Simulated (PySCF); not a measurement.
# C4H10GeO: electronic excitations

Wanted: the electronic excitations of C4H10GeO (`CC(C)[C](=O)[GeH3]`), by calculation.

Programs: PySCF 2.14.0, with density-fitted response routines of our own. Each step states its level of theory. These are calculated values for one molecule in the gas phase, unless marked as measured. Atoms count from 0, in the outputs and in this text.

### 1 The starting structure

16 atoms, charge 0, multiplicity 1; geometry from: GFN2-xTB.

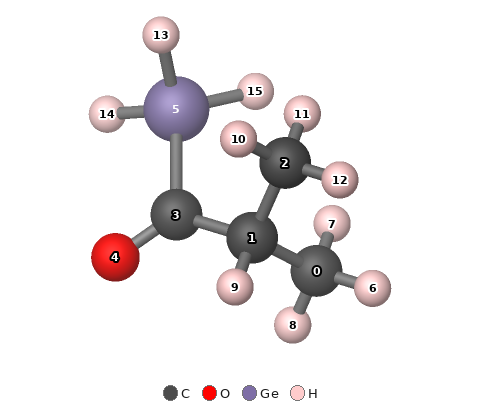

The starting geometry (carbon dark grey, oxygen red, germanium purple, hydrogen pink), atoms numbered; sticks join atoms by distance.

### 2 TDDFT and polarisability: wB97X-D/def2-SVPD

What the job is given:

```
{"job": {"kind": "uv", "xc": "wB97X-D", "basis": "def2-SVPD", "nstates": 8, "ntriplets": 3}, "charge": 0, "multiplicity": 1}
C     -1.292418     1.040513    -0.536713
C     -0.877447    -0.022346     0.481650
C     -0.760235    -1.393185    -0.170643
C      0.449155     0.408688     1.057552
O      0.554617     0.918717     2.142604
Ge     2.123656     0.156895    -0.021872
H     -2.246704     0.774279    -0.985348
H     -0.546698     1.116435    -1.327889
H     -1.391904     2.011874    -0.057128
H     -1.612927    -0.050110     1.293209
H     -0.447139    -2.139148     0.557858
H     -0.028201    -1.365130    -0.979716
H     -1.717930    -1.697535    -0.586850
H      2.606652    -1.260404     0.022660
H      3.185518     1.013715     0.578261
H      1.994406     0.495687    -1.479046
```

Level: TDDFT wB97X-D/def2-SVPD, vertical, gas phase, core orbitals frozen in the response.

On the command line:

```
$ OMP_NUM_THREADS=1 python probes_run.py task.json out
```

The driver reads the jobs from task.json and runs them one after another.

What it wrote:

```text
coarse grid: 58040 points
cycle   1  E = -2310.0785167921  dE =  9.147e-02  |g| = 8.400e-01  |ddm| = 5.290e+00
cycle   2  E = -2309.8887182474  dE =  1.898e-01  |g| = 1.352e+00  |ddm| = 2.451e+00
cycle   3  E = -2310.2184936812  dE = -3.298e-01  |g| = 9.802e-02  |ddm| = 1.589e+00
cycle   4  E = -2310.2199510487  dE = -1.457e-03  |g| = 5.104e-02  |ddm| = 2.005e-01
cycle   5  E = -2310.2203767809  dE = -4.257e-04  |g| = 7.450e-03  |ddm| = 8.746e-02
cycle   6  E = -2310.2203966260  dE = -1.985e-05  |g| = 3.058e-03  |ddm| = 3.030e-02
cycle   7  E = -2310.2203999248  dE = -3.299e-06  |g| = 9.014e-04  |ddm| = 9.567e-03
final grid: 122800 points
cycle   8  E = -2310.2196600562  dE = -2.480e-06  |g| = 6.962e-04  |ddm| = 1.705e-02
cycle   9  E = -2310.2196601172  dE = -6.092e-08  |g| = 7.273e-04  |ddm| = 3.209e-03
cycle  10  E = -2310.2196602194  dE = -1.023e-07  |g| = 1.660e-04  |ddm| = 1.059e-03
cycle  11  E = -2310.2196602266  dE = -7.202e-09  |g| = 8.290e-05  |ddm| = 3.370e-04
cycle  12  E = -2310.2196602286  dE = -1.998e-09  |g| = 1.313e-05  |ddm| = 2.049e-04
cycle  13  E = -2310.2196602287  dE = -1.182e-10  |g| = 4.384e-06  |ddm| = 6.356e-05
converged SCF energy = -2310.2196602287

Static polarisability (au): isotropic 81.967, principal 72.774 82.075 91.051

Singlet excitations
state   eV       nm        f      main configurations
  1   3.6476    339.9   0.00056   H->L 0.97
  2   6.7508    183.7   0.03208   H->L+1 0.73, H->L+3 0.12, H->L+2 0.08
  3   7.1749    172.8   0.22544   H->L+2 0.40, H->L+3 0.27, H->L+1 0.17
  4   7.3590    168.5   0.00097   H->L+3 0.36, H->L+2 0.21, H->L+7 0.09
  5   7.5007    165.3   0.00748   H-3->L 0.72, H-1->L 0.11
  6   7.5538    164.1   0.00772   H->L+5 0.57, H->L+6 0.31
  7   7.7807    159.3   0.01287   H-2->L 0.95
  8   7.8426    158.1   0.05365   H->L+4 0.36, H->L+6 0.17, H->L+5 0.14

Triplet excitations (Tamm-Dancoff, eV): 3.0749 5.9954 6.4981
```

Wall time 1.9 min (1 thread of Arm Neoverse N1, shared host); peak memory 0.95 GiB.

The orbitals next to the gap, with their largest atomic shares:

```tsv
orbital	eV	atoms
HOMO−3	-11.80	C1 23 %, H9 13 %, C2 12 %
HOMO−2	-11.55	Ge5 38 %, H14 29 %, H15 13 %
HOMO−1	-11.47	Ge5 32 %, H13 22 %, H15 13 %
HOMO	-8.71	O4 47 %, C3 18 %, Ge5 14 %
LUMO	0.73	C3 37 %, O4 32 %, Ge5 11 %
LUMO+1	1.80	Ge5 49 %, H15 9 %, H13 8 %
LUMO+2	2.41	Ge5 30 %, C2 10 %, H15 9 %
```

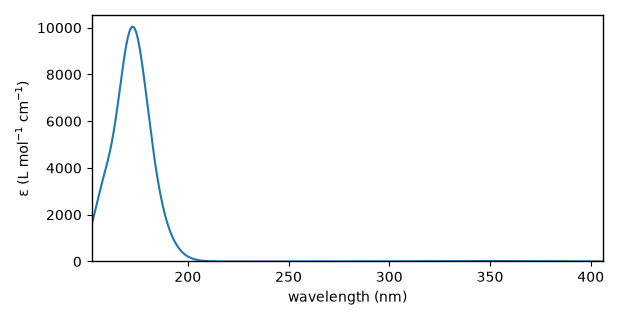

Absorption spectrum: each of the 8 states is a Gaussian band of 0.4 eV half-width at 1/e. Beyond the last state computed it falls off for lack of states.

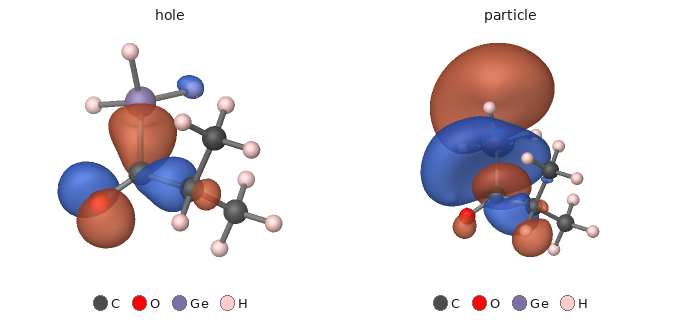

Leading natural transition orbitals of singlet state 3: the electron leaves the hole (left) for the particle orbital (right).

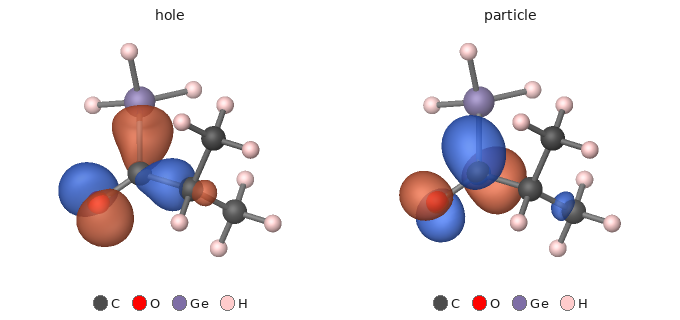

Leading natural transition orbitals of singlet state 1: the electron leaves the hole (left) for the particle orbital (right).

Further results of this job:

```tsv
property	computed
dipole moment (D)	2.79
polarisability (Å³)	12.15
HOMO–LUMO gap (eV)	9.44
−ε(HOMO) (eV)	8.71
```

Orbitals, density, ELF and potential are computed afterwards from the orbital file.

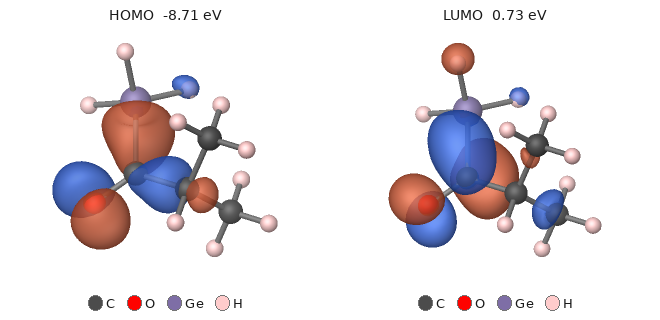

Frontier orbitals at wB97X-D/def2-SVPD; each surface holds 70 % of the orbital's density, blue and red mark the sign.

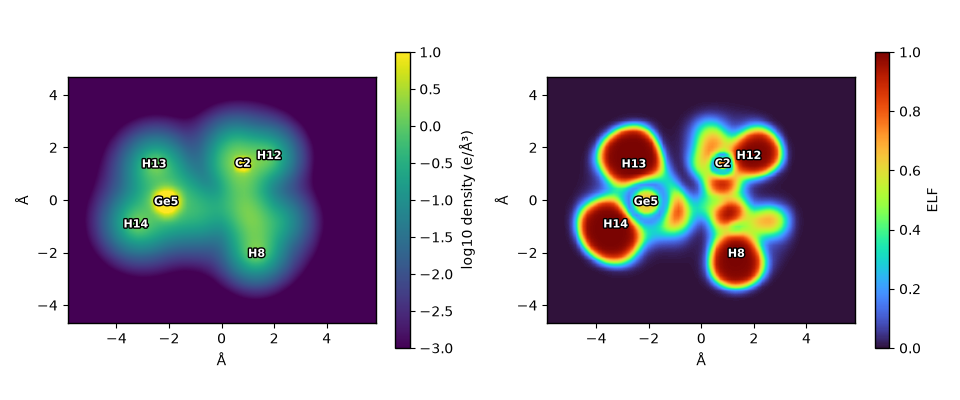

Density (left) and ELF (right) in a plane through or near 6 of the atoms.

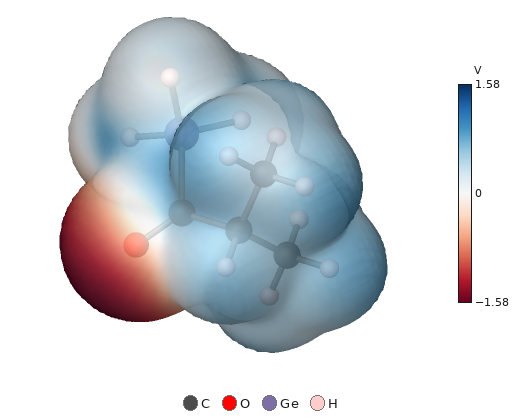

Electrostatic potential on the surface of density 0.002 e/bohr³; red is low, blue high. It runs from -1.58 V near O4 to 0.95 V near H15.

### 3 What came out

| quantity | value |
| --- | --- |
| lowest singlet (wB97X-D/def2-SVPD) | 3.65 eV (340 nm), f = 0.001 |
| brightest single state of those computed | state 3, 7.17 eV, f = 0.225 |
| lowest triplet | 3.07 eV |
| surface potential, least and greatest | -1.58 V and 0.95 V |

What this shows: The first singlet state (HOMO→LUMO 0.97) lies at 3.65 eV and is dark; of the 8 states computed, the strongest absorption comes from state 3 at 7.17 eV. The lowest triplet lies 0.57 eV below the lowest singlet (triplets in Tamm-Dancoff, singlets in full TDDFT).
